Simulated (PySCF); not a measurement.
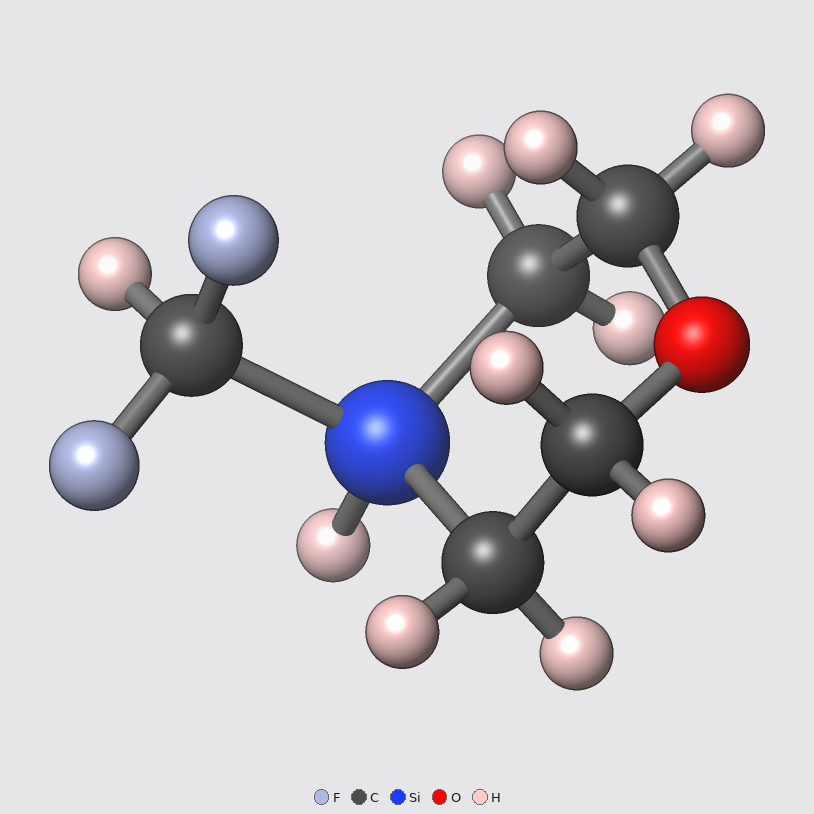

Ball-and-stick drawing of a structure.

Describe the molecule.

It has 19 atoms: 5 carbon, 10 hydrogen, 2 fluorine, 1 oxygen and 1 silicon (C₅H₁₀F₂OSi). Its SMILES string is `FC(F)[SiH]1CCOCC1`. Independent rings (smallest set): 1 of 6 members. Among its groups: ether, C–F bond, Si–H bond. The point group is C1. Coordination: 5 C tetrahedral; 1 Si tetrahedral; 1 O bent.

The parts below concern this one geometry. Atoms keep their numbers from picture to picture. The geometry was computed by an optimisation with PBE0-D3(BJ)/def2-SVP. No frequency run is at hand to confirm it as a minimum.

**NMR shielding**

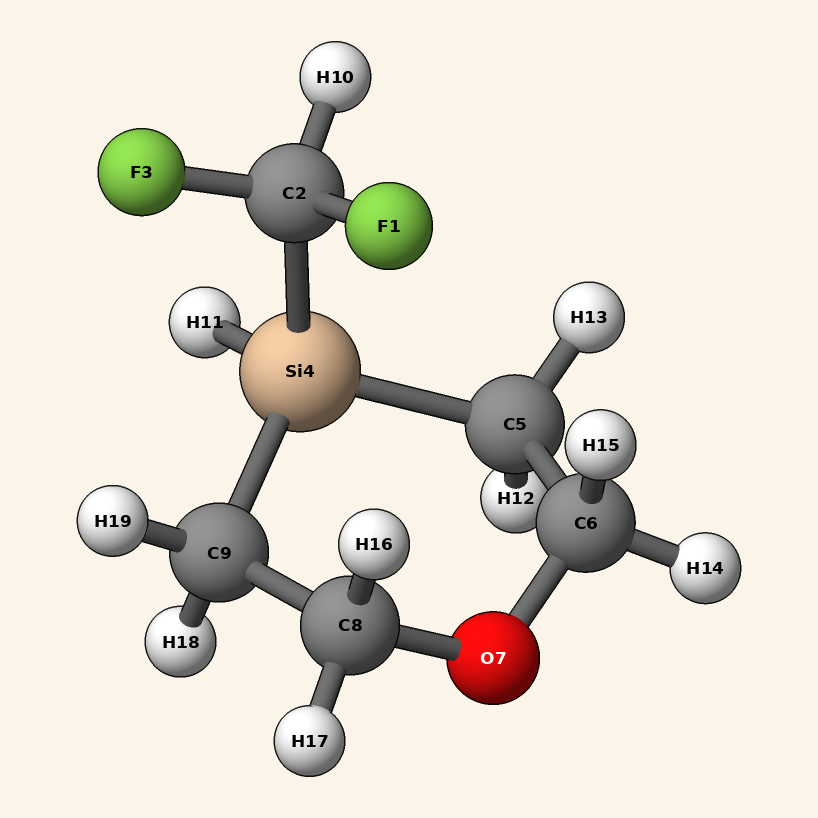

No frequency run is at hand to confirm it as a minimum. Method: GIAO PBE0/pcSseg-1 NMR shielding, non-relativistic, gas phase (PySCF 2.14.0). Principal shieldings σ11 ≤ σ22 ≤ σ33, span Ω = σ33 − σ11, skew κ = 3(σiso − σ22)/Ω.

Give the shielding tensors of the F atoms.

| atom | σ11 | σ22 | σ33 | σiso | Ω | κ |
| --- | --- | --- | --- | --- | --- | --- |
| F1 | 198.8 | 310.7 | 460.2 | 323.2 | 261.4 | 0.14 |
| F3 | 190.3 | 319.1 | 471.6 | 327.0 | 281.4 | 0.08 |

Shieldings and span in ppm.

**Ring current**

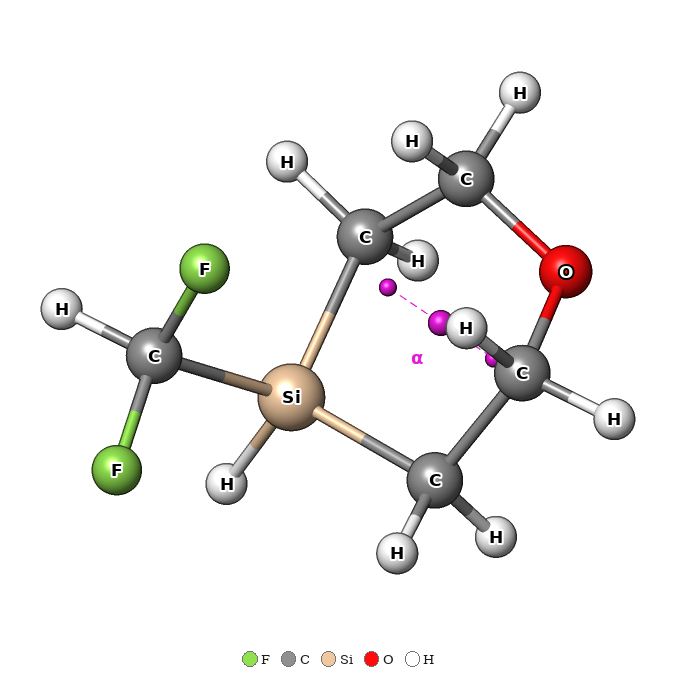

The small points mark where nucleus-independent chemical shifts (NICS) were computed: at the centre of each lettered ring and 1 Å above and below it. No frequency run is at hand to confirm it as a minimum. Properties computed with GIAO ωB97X-D/pcSseg-1 NMR shielding, non-relativistic, gas phase (PySCF 2.14.0).

Give NICS(0), NICS(1) and the out-of-plane component NICS(1)zz for each ring (means of the two sides).

| ring | members | NICS(0) | NICS(1) | NICS(1)zz |
| --- | --- | --- | --- | --- |
| α | C4OSi | −1.3 | −1.3 | 2.4 |

Values in ppm.

> What do the values say about the ring currents?

Ring α: weak, as in a non-aromatic ring. NICS is one index among several.

**Electronic properties**

No frequency run is at hand to confirm it as a minimum. Properties computed with B3LYP/def2-SVPD, gas phase (PySCF 2.14.0). Excitations: vertical, linear response.

> Give the LUMO energy (Kohn–Sham orbital) at this level.

0.18 eV.

> Estimate the mean static polarisability.

88.9 bohr³.

> Estimate the lowest vertical singlet excitation.

6.65 eV.

> What is the dipole moment?

1.68 D.
